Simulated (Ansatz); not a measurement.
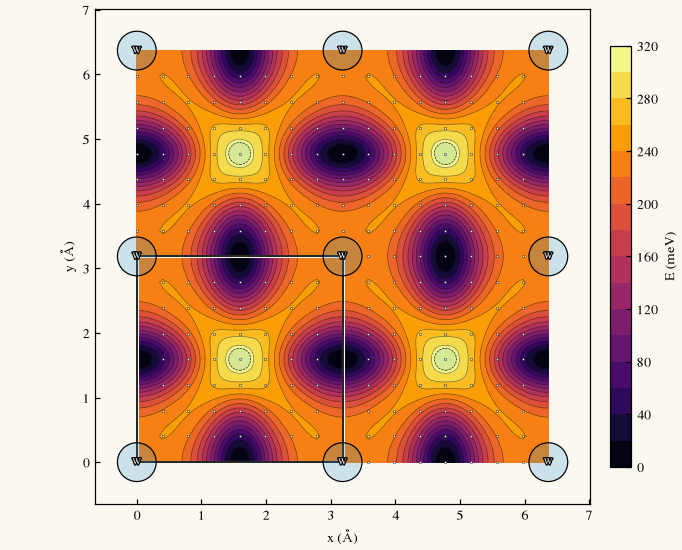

Cl on a W(100) slab cut from the Im-3m phase, its upper half relaxed before the scan (16 atoms of substrate and one adsorbate in a 2 × 2 cell). Cl is moved over the surface cell; relaxed at each place: the height of the adsorbate's atoms; substrate rigid; the origin of the map has the adsorbate above W13. Places are given modulo a cell vector. The map is drawn in real space over the plane of the surface. Grid: 8 × 8 points; 15 points were computed and 49 follow by symmetry. Places are given in fractions of the 1 × 1 surface cell. All energies are given in meV relative to the lowest grid point. Method: Ansatz, DFT PBE, scalar-relativistic, plane waves, PAW. Settings: cutoff 420 eV, k-mesh 4×4×1, gaussian smearing 0.1 eV, no spin polarisation.

Drawn: filled contours, dots at the grid points, labelled circles for the atoms of the top layer and small ones for the second layer, the outline of one cell of the 2 × 2 shown. Between grid points the surface is interpolated.

The lowest grid point is at a bridge site between two W atoms, (0/8, 4/8) of the cell vectors; the map holds 2 wells of about this depth. The highest grid point, a fourfold hollow over a second-layer W atom, (4/8, 4/8) of the cell vectors, lies 313 meV above the lowest. On the interpolated surface the easiest way out of the lowest well to a well of about the same depth near a bridge site between two W atoms, (4/8, 0/8) of the cell vectors passes a barrier of about 240 meV. At the lowest point the adsorbate has 2 W at 2.53 Å as nearest neighbours, at the highest 4 W at 2.86 Å. Its relaxed height above the top atom is 1.97 Å at the lowest and 1.76 Å at the highest point.

Cl is replaced by C; all else is set up alike.

What does this change do to the map?

The minimum (interpolated where it lies between grid points) moves from a bridge site between two W atoms, (0/8, 4/8) of the cell vectors to a fourfold hollow over a second-layer W atom, (4/8, 4/8) of the cell vectors. The highest place moves from a fourfold hollow over a second-layer W atom, (4/8, 4/8) of the cell vectors to the top site over a surface W atom, (0/8, 0/8) of the cell vectors. The span from the lowest to the highest grid point grows from 313 to 3873 meV. The easiest pass out of the lowest well goes from about 240 to about 1700 meV on the interpolated surfaces. In the new map: at the lowest point the adsorbate has 1 W at 2.09 Å as nearest neighbours, at the highest 1 W at 1.83 Å. Its relaxed height above the top atom is 0.70 Å at the lowest and 1.83 Å at the highest point.

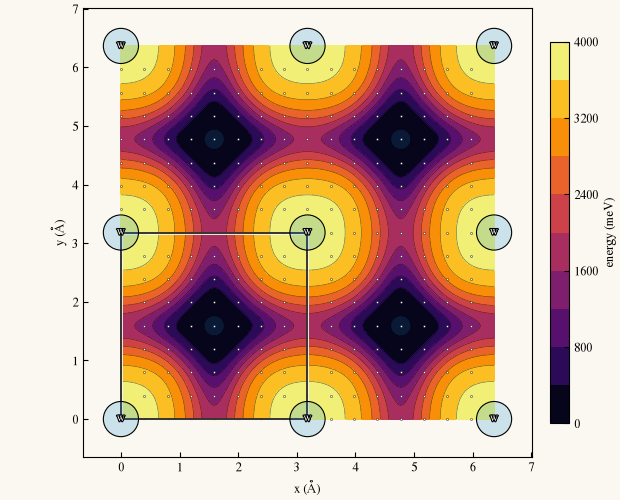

The map after the change, on a colour scale of its own. The picture shows filled contours, dots at the grid points, labelled circles for the atoms of the top layer and small ones for the second layer, the outline of one cell of the 2 × 2 shown. Between grid points the surface is interpolated.

PAW datasets: the set soft_1.
